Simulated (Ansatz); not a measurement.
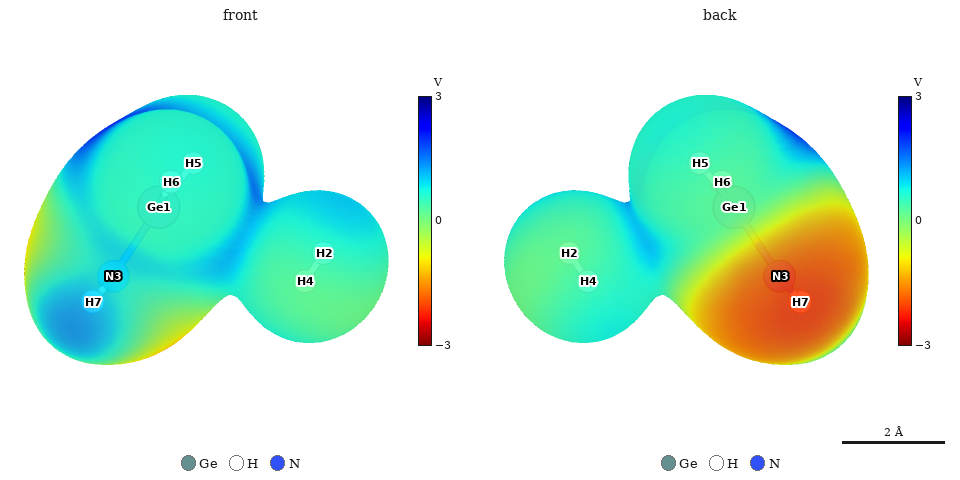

*GeH₃N···H₂. The electrostatic potential painted on the density surface at 0.002 e/bohr³, seen from the front and from behind; red is negative and blue positive.*

The product side of a reaction path; geometry: PBE0-D4/def2-TZVP.

Method: RKS PBE0-D4/def2-TZVPP in Ansatz 0.2.0.

Input

```
crystal:
  periodic: [false, false, false]
  atoms:
    - {symbol: Ge, position_ang: [-0.777263, -0.387281, -0.305016]}
    - {symbol: H, position_ang: [1.164283, 1.246787, 1.957585]}
    - {symbol: N, position_ang: [-0.023135, -0.368344, -1.832144]}
    - {symbol: H, position_ang: [1.428378, 1.358298, 1.267497]}
    - {symbol: H, position_ang: [-1.722901, 0.763816, 0.038632]}
    - {symbol: H, position_ang: [-0.648991, -1.430584, 0.823793]}
    - {symbol: H, position_ang: [0.579729, -1.182695, -1.950346]}
basis:
  gaussian: {orbitals: def2-TZVPP}
hamiltonian: {xc: pbe0, dispersion: d4}
output: {orbitals: {seedname: orbitals}}
```

Launched as:

```sh
ansatz run in.yaml --threads 2 --pin off --events-out ev --progress --plain --max-ram 4352MiB
```

**Describe the electrostatic potential map.**

The most negative region (about −2.1 V, or −48 kcal/mol for a unit charge) lies over N3, the most positive (about +2.0 V, or +46 kcal/mol for a unit charge) over Ge1. N3 is the likeliest acceptor of a hydrogen bond.
